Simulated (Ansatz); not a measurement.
## Pressure series in hypothetical diamond Cr

The reference is Cr in the diamond structure (space group Fd-3m, No. 227; a = 5.0080 Å; non-magnetic; a hypothetical phase, not in the database extracts checked).

Cell and atoms are relaxed at each pressure.

The values are results of plane-wave PAW DFT at the PBEsol level (Ansatz, a quantum-chemistry and plane-wave program, 420 eV), no spin-orbit coupling, not measurements.

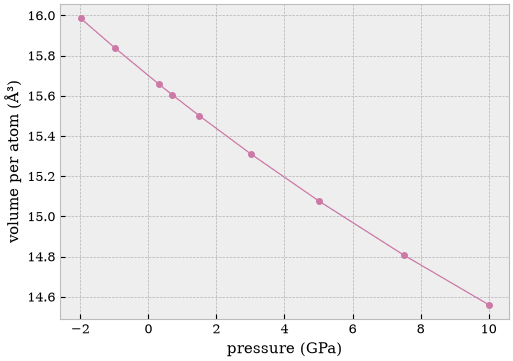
Volume against pressure

Problem. Estimate the zero-pressure bulk modulus from the plot.

Solution. About 110 GPa; a third-order Birch–Murnaghan fit to the points gives V₀ = 15.70 Å³/atom, B₀ = 114 GPa and B₀′ = 4.0.

Load acts through the strain it causes; cell and atoms are relaxed under it. Stability against distortions was not tested. No other phases were tried under pressure. Starting moments died away, wholly or in part, for the base; another magnetic solution may exist. The final runs are not spin-polarised. Cr has a high density of states at the Fermi level and may be magnetic at this level.
